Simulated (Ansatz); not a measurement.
**CoCl (quintet): from a generated start to a stationary point**

Aim: relax a generated start of CoCl (quintet) and see which bonds hold.

Method: UKS PBE0/def2-TZVP; program: Ansatz 0.2.0, Gaussian basis.

### 1 The starting structure

2 atoms, charge 0, spin multiplicity 5.

Atoms are counted from 1 here; the program's logs count them from 0.

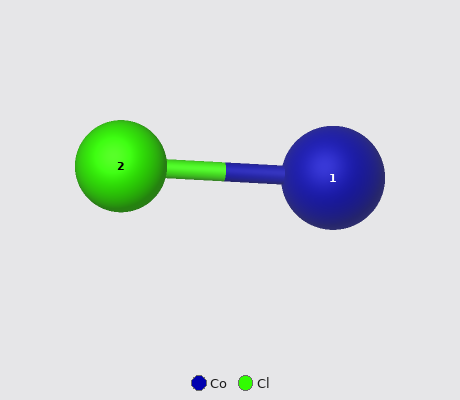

As it starts; cobalt blue, chlorine green; atoms are numbered from 1 in the order of the file.

The start is set by covalent radii. Sticks and bond lists go by distance. 

### 2 The run

File in.yaml:

```yaml
crystal:
  periodic: [false, false, false]
  atoms:
    - {symbol: Co, position_ang: [0.000000, 0.000000, 0.000000]}
    - {symbol: Cl, position_ang: [0.000000, 0.000000, 2.280000]}
basis:
  gaussian: {orbitals: def2-TZVP}
magnetization: {spin_polarized: true, initial_magnetization: 4}
hamiltonian: {xc: pbe0}
relax: {f_tol: 0.004, max_steps: 80}
```

Launch:

```
> ansatz run in.yaml --threads 1 --pin off --events-out ev --progress --plain --max-ram 2176MiB
```

**Question.** What will these runs give? Wanted: energy gained; shift from the start; total energy; dipole moment; ⟨S²⟩.

As calculated:

| quantity | value |
| --- | --- |
| steps | 4 |
| energy gained | 0.060 eV |
| shift from the start (rms) | 0.054 Å |
| total energy | -50139.8436 eV |
| dipole moment | 2.82 D |
| ⟨S²⟩ | 6.003 |

What this shows: The bonds of the start are those of the end. Co1–Cl2 went from 2.280 to 2.173 Å. No vibrations were run, so this is a stationary point, not a proven minimum, and this spin need not be the ground state's.
